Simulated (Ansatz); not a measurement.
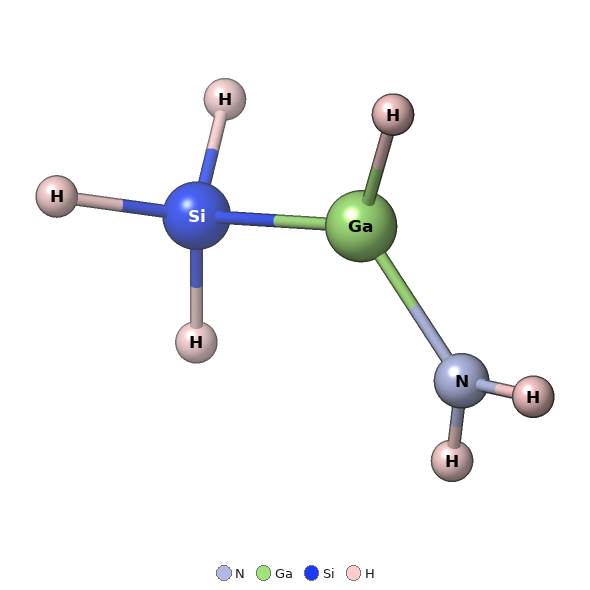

Distant atoms are faded towards the background colour. The geometry was computed by an optimisation with PBE0-D4/def2-TZVP.

Which symmetry elements does this geometry have?

It has 1 mirror plane, so the point group is Cs. The group has 2 operations. The geometry is achiral, and symmetry allows a dipole moment.
